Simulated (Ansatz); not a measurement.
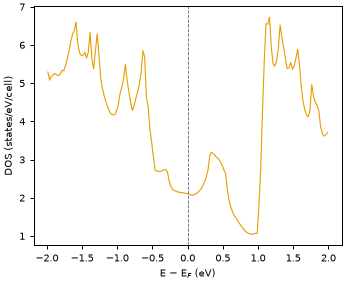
Fig. 1. Density of states of NbRh₃ (Pm-3m) near the Fermi level, PBEsol, rigid bands (Ansatz, a first-principles code).

Q: With 4 atoms a cell, what bare Sommerfeld coefficient γ = (π²/3) k_B² N(E_F) follows?

A: N(E_F) ≈ 2.1 states/eV a cell at 300 K, so γ ≈ 1.24 mJ/(mol of atoms·K²), before many-body enhancement (phonons, spin fluctuations, correlation).

Q: How far does the Fermi level move in a rigid band for 0.1 electron a cell added or removed?

A: 48 meV and -47 meV.

A metal at this level (no band gap); rigid bands, thermally averaged at 300 K, both spins. Spin-orbit coupling is left out. Geometry: cell and atoms relaxed with PBEsol.

Formula and space group known from diffraction (Crystallography Open Database), not checked to be the room-temperature form: NbRh3 (Pm-3m).
